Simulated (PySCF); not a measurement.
**S2F2 (Difluorodisulfane) at r2SCAN/STO-6G**

Aim: the vertical ionisation energy of S2F2 (Difluorodisulfane) at r2SCAN/STO-6G, from 2 runs. The job is set up through a Python script.

Program for the calculation: PySCF 2.14.0.

17 further runs of the same task are left out: 5 that didn't finish, 12 set aside as unsound or not needed.

## (1) The structure to begin with

S2F2 has 4 atoms, charge 0, and is taken as a singlet. SMILES: `FSSF`. The coordinates come from a GFN2-xTB relaxation.

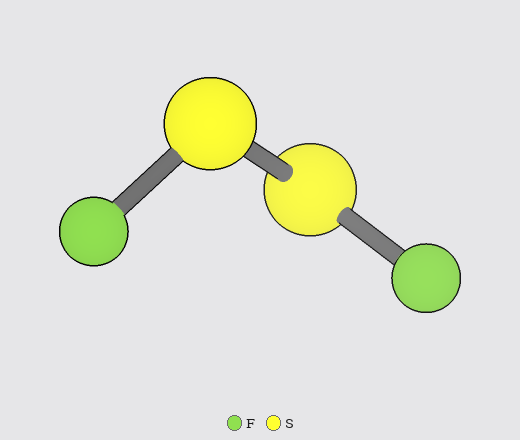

Viewed from a chosen angle; fluorine green, sulfur yellow.

## (2) A single-point energy at r2SCAN/STO-6G

Contents of calc.py:

```python
# Difluorodisulfane
from pyscf import gto, dft

mol = gto.M(
    atom='F -1.807340 -0.221690 -0.627860; S -0.459150 0.805490 -0.623660; S 1.055580 -0.303530 -0.217800; F 1.210900 -0.280260 1.469320',
    verbose=3,
    max_memory=1860,
    charge=0,
    basis='sto-6g',
)

ks = dft.RKS(mol)
ks.xc = 'r2scan'
ks.conv_tol = 1e-10
ks.grids.level = 5
ks.kernel()
if not ks.converged:
    ks = ks.newton().run(ks.mo_coeff, ks.mo_occ)

e_tot = ks.e_tot
print('Final energy', e_tot)
```

Command:

```sh
$ OMP_NUM_THREADS=1 python calc.py
```

What it wrote:

```text
converged SCF energy = -992.091869175989
Final energy -992.0918691759887
```

It took 6.6 s on 1 thread of Intel Xeon 6975P-C (Granite Rapids), shared host; peak memory 0.24 GiB.

## (3) The doublet cation

Contents of input.py:

```python
from pyscf import gto, dft

mol = gto.Mole()
mol.atom = '''
F     -3.415378    -0.418933    -1.186483
S     -0.867668     1.522155    -1.178547
S      1.994757    -0.573589    -0.411582
F      2.288269    -0.529615     2.776612
'''
mol.charge = 1
mol.spin = 1
mol.verbose = 4
mol.max_memory = 1860
mol.unit = 'bohr'
mol.basis = 'sto-6g'
mol.build()

mf = dft.UKS(mol, xc='r2scan')
mf.conv_tol = 1e-10
mf.grids.level = 5
mf.kernel()
if not mf.converged:
    mf = mf.newton().run(mf.mo_coeff, mf.mo_occ)

e_tot = mf.e_tot
print('E = %.10f Eh' % e_tot)
```

Command:

```sh
$ OMP_NUM_THREADS=1 python input.py
```

What it wrote:

```text
PySCF version 2.14.0

[INPUT] num. atoms = 4
[INPUT] num. electrons = 49
[INPUT] charge = 1
[INPUT] spin (= nelec alpha-beta = 2S) = 1
[INPUT] symmetry False subgroup None
[INPUT] Mole.unit = bohr
[INPUT] Symbol           X                Y                Z      unit          X                Y                Z       unit  Magmom
[INPUT]  1 F     -1.807340204278  -0.221689796502  -0.627859764744 AA   -3.415378000000  -0.418933000000  -1.186483000000 Bohr   0.0
[INPUT]  2 S     -0.459150132245   0.805489737488  -0.623660214398 AA   -0.867668000000   1.522155000000  -1.178547000000 Bohr   0.0
[INPUT]  3 S      1.055579945723  -0.303530227234  -0.217799814825 AA    1.994757000000  -0.573589000000  -0.411582000000 Bohr   0.0
[INPUT]  4 F      1.210899807255  -0.280260188561   1.469319793967 AA    2.288269000000  -0.529615000000   2.776612000000 Bohr   0.0

nuclear repulsion = 224.83401661812
number of shells = 16
number of NR pGTOs = 168
number of NR cGTOs = 28
basis = sto-6g
ecp = {}

******** <class 'pyscf.dft.uks.UKS'> ********
method = UKS
initial guess = minao
damping factor = 0
level_shift factor = 0
DIIS = <class 'pyscf.scf.diis.CDIIS'>
diis_start_cycle = 1
diis_space = 8
diis_damp = 0
SCF conv_tol = 1e-10
SCF conv_tol_grad = None
SCF max_cycles = 50
direct_scf = True
direct_scf_tol = 1e-13
number electrons alpha = 25  beta = 24
XC library pyscf.dft.libxc version 7.0.0
    S. Lehtola, C. Steigemann, M. J.T. Oliveira, and M. A.L. Marques.,  SoftwareX 7, 1–5 (2018)
XC functionals = r2scan
    J. W. Furness, A. D. Kaplan, J. Ning, J. P. Perdew, and J. Sun.,  J. Phys. Chem. Lett. 11, 8208-8215 (2020)
    J. W. Furness, A. D. Kaplan, J. Ning, J. P. Perdew, and J. Sun.,  J. Phys. Chem. Lett. 11, 9248-9248 (2020)
    J. W. Furness, A. D. Kaplan, J. Ning, J. P. Perdew, and J. Sun.,  J. Phys. Chem. Lett. 11, 8208-8215 (2020)
    J. W. Furness, A. D. Kaplan, J. Ning, J. P. Perdew, and J. Sun.,  J. Phys. Chem. Lett. 11, 9248-9248 (2020)
radial grids:
    Treutler-Ahlrichs [JCP 102, 346 (1995); DOI:10.1063/1.469408] (M4) radial grids

becke partition: Becke, JCP 88, 2547 (1988); DOI:10.1063/1.454033
pruning grids: <function nwchem_prune>
grids dens level: 5
symmetrized grids: False
atomic radii adjust function: <function treutler_atomic_radii_adjust>
small_rho_cutoff = 0
Set gradient conv threshold to 1e-05
tot grids = 173856
init E= -992.290113735138
[... the frontier-level lines of each cycle are left out ...]


cycle= 1 E= -991.63693402482  delta_E= 0.653  |g|= 0.437  |ddm|= 2.25
cycle= 2 E= -988.936773777963  delta_E=  2.7  |g|= 1.88  |ddm|=  3.6
cycle= 3 E= -991.44411040445  delta_E= -2.51  |g|= 0.691  |ddm|= 2.97
cycle= 4 E= -991.596213937102  delta_E= -0.152  |g|= 0.518  |ddm|= 1.73
cycle= 5 E= -991.756614717989  delta_E= -0.16  |g|= 0.286  |ddm|= 1.64
cycle= 6 E= -991.753400396468  delta_E= 0.00321  |g|= 0.275  |ddm|= 1.64
cycle= 7 E= -991.805216090608  delta_E= -0.0518  |g|= 0.178  |ddm|= 0.485
cycle= 8 E= -991.822829973851  delta_E= -0.0176  |g|= 0.124  |ddm|= 1.22
cycle= 9 E= -991.826790426612  delta_E= -0.00396  |g|= 0.115  |ddm|= 0.131
cycle= 10 E= -991.827315037043  delta_E= -0.000525  |g|= 0.114  |ddm|= 0.0599
cycle= 11 E= -991.815499511557  delta_E= 0.0118  |g|= 0.153  |ddm|= 0.139
cycle= 12 E= -991.834794637425  delta_E= -0.0193  |g|= 0.0785  |ddm|= 0.258
cycle= 13 E= -991.840948426205  delta_E= -0.00615  |g|= 0.0273  |ddm|= 0.202
cycle= 14 E= -991.841782803664  delta_E= -0.000834  |g|= 0.00138  |ddm|= 0.103
cycle= 15 E= -991.841784796936  delta_E= -1.99e-06  |g|= 0.000391  |ddm|= 0.00443
cycle= 16 E= -991.841784720474  delta_E= 7.65e-08  |g|= 0.000472  |ddm|= 0.000484
cycle= 17 E= -991.841784944915  delta_E= -2.24e-07  |g|= 0.000144  |ddm|= 0.00128
cycle= 18 E= -991.841784966211  delta_E= -2.13e-08  |g|= 3.87e-05  |ddm|= 0.000413
cycle= 19 E= -991.841784967778  delta_E= -1.57e-09  |g|= 8.18e-06  |ddm|= 0.000115
cycle= 20 E= -991.841784967844  delta_E= -6.55e-11  |g|= 2.27e-06  |ddm|= 1.86e-05
Extra cycle  E= -991.841784964489  delta_E= 3.35e-09  |g|= 5.48e-05  |ddm|= 0.000226
SCF not converged.
SCF energy = -991.841784964489 after 50 cycles  <S^2> = 0.75710973  2S+1 = 2.0070971

******** <class 'pyscf.soscf.newton_ah.SecondOrderUKS'> ********
method = SecondOrderUKS
initial guess = minao
damping factor = 0
level_shift factor = 0
DIIS = <class 'pyscf.scf.diis.CDIIS'>
diis_start_cycle = 1
diis_space = 8
diis_damp = 0
SCF conv_tol = 1e-10
SCF conv_tol_grad = None
SCF max_cycles = 50
direct_scf = True
direct_scf_tol = 1e-13
number electrons alpha = 25  beta = 24
XC library pyscf.dft.libxc version 7.0.0
    S. Lehtola, C. Steigemann, M. J.T. Oliveira, and M. A.L. Marques.,  SoftwareX 7, 1–5 (2018)
XC functionals = r2scan
    J. W. Furness, A. D. Kaplan, J. Ning, J. P. Perdew, and J. Sun.,  J. Phys. Chem. Lett. 11, 8208-8215 (2020)
    J. W. Furness, A. D. Kaplan, J. Ning, J. P. Perdew, and J. Sun.,  J. Phys. Chem. Lett. 11, 9248-9248 (2020)
    J. W. Furness, A. D. Kaplan, J. Ning, J. P. Perdew, and J. Sun.,  J. Phys. Chem. Lett. 11, 8208-8215 (2020)
    J. W. Furness, A. D. Kaplan, J. Ning, J. P. Perdew, and J. Sun.,  J. Phys. Chem. Lett. 11, 9248-9248 (2020)
radial grids:
    Treutler-Ahlrichs [JCP 102, 346 (1995); DOI:10.1063/1.469408] (M4) radial grids

becke partition: Becke, JCP 88, 2547 (1988); DOI:10.1063/1.454033
pruning grids: <function nwchem_prune>
grids dens level: 5
symmetrized grids: False
atomic radii adjust function: <function treutler_atomic_radii_adjust>
small_rho_cutoff = 0
******** <class 'pyscf.dft.uks.UKS'> Newton solver flags ********
SCF tol = 1e-10
conv_tol_grad = None
max. SCF cycles = 50
direct_scf = True
direct_scf_tol = 1e-13
max_cycle_inner = 12
max_stepsize = 0.05
ah_start_tol = 1e+09
ah_level_shift = 0
ah_conv_tol = 1e-12
ah_lindep = 1e-14
ah_start_cycle = 1
ah_max_cycle = 40
ah_grad_trust_region = 2.5
kf_interval = 4
kf_trust_region = 5
canonicalization = True
Set conv_tol_grad to 1e-05
Initial guess E= -991.841784964489  |g|= 5.47531e-05
macro= 0  E= -991.841784967847  delta_E= -3.35763e-09  |g|= 5.47531e-05  1 KF 3 JK
macro= 1  E= -991.841784967847  delta_E= -2.27374e-13  |g|= 1.63018e-06  1 KF 2 JK
Canonicalize SCF orbitals
macro X = 2  E=-991.841784967847  |g|= 1.63018e-06  total 3 KF 8 JK
converged SCF energy = -991.841784967847  <S^2> = 0.75710973  2S+1 = 2.0070971
E = -991.8417849678 Eh
```

Wall time 24 s (1 thread of Intel Xeon 6975P-C (Granite Rapids), shared host); peak memory 0.51 GiB.

## (4) Outcome

Level: r2SCAN/STO-6G.

```
                                          quantity          value
                        singlet S2F2: total energy  -992.09187 Eh
                       singlet S2F2: dipole moment         0.62 D
                         singlet S2F2: HOMO energy       -2.50 eV
                         singlet S2F2: LUMO energy        2.63 eV
                       singlet S2F2: HOMO–LUMO gap        5.13 eV
                      doublet cation: total energy  -991.84178 Eh
doublet cation: HOMO energy (highest over α and β)      -11.24 eV
 doublet cation: LUMO energy (lowest over α and β)      -11.06 eV
                              doublet cation: ⟨S²⟩          0.757
vertical ionisation energy (to the doublet cation)       6.805 eV
```

What this shows: The vertical ionisation energy comes to 6.81 eV (157 kcal/mol). The negative HOMO energy of the first species, 2.50 eV, lies 4.30 eV below that difference. In a minimal basis such a difference can be off by several eV, whatever the method.
